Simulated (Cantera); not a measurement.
Charge: 1 mol CuO, 3.2 mol H₂, held at 82000 Pa.

Cantera equilibrium calculation (NASA polynomials, part measured and part estimated; ideal gas, pure solids and liquids). Candidate condensed phases: Cu, CuO, Cu(OH)₂, Cu₂O, H₂O; 12 gas species. Equilibrium is a limit: real reactors are often held back by kinetics, nucleation or transport.

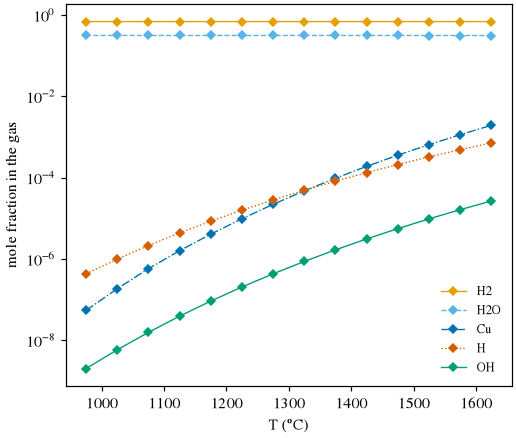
Fig. 1. Equilibrium gas composition (values under 1e-9 drawn at 1e-9)

From 975 °C to 1075 °C the condensed part is Cu(s). From 1125 °C to 1625 °C the condensed part is Cu(l). The main Cu-bearing gas is Cu throughout.
